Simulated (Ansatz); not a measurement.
A computed series for SiO2: alloy series

The parent structure is SiO2 in the rutile structure (space group P4_2/mnm, No. 136; a = 4.2362 Å, c = 2.6905 Å).

The other end (x = 1) is SiC2 in the rutile structure (space group P4_2/mnm, No. 136; a hypothetical phase, not in the database extracts checked): 10.15 Å³/atom, gap zero; this end may not be an ambient phase.

C replaces a fraction x of O; each row is one arrangement (x, atoms in the cell, starting space group or random), fully relaxed.

Calculations: PBE, PAW, 420 eV (Ansatz, an electronic-structure program; scalar-relativistic without spin-orbit coupling).

Notes on the quantities. mixing energy: to 0.01 eV only: unlike meshes or grids; against an end that may be hypothetical.

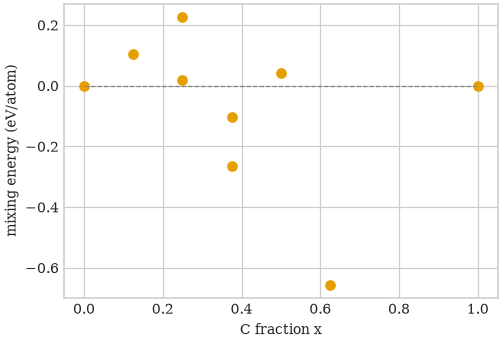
Mixing energy against C fraction x; the dashed line joins the ends

Question: From the plot, what is the mixing energy for x(C) = 0.125, 12 atoms, Cm?

Answer: About 0.10 eV/atom.

The magnetic state is the one reached from the starting moments; the real material's order can differ, and small cells can't hold many antiferromagnetic ones. Each cell is one ordered arrangement of few atoms, which overstates ordering effects compared with a random alloy. Stability against distortions was not tested. Spin-polarised in the final run: SiCO; the other runs are not. Under x(C) = 0.5, 12 atoms, Pmm2 and x(C) = 0.625, 12 atoms, Pm the cell changed shape so far that it is another structure. A zero or small gap of Si2CO3 and Si4C3O5 can be the functional's error rather than a property of the material.
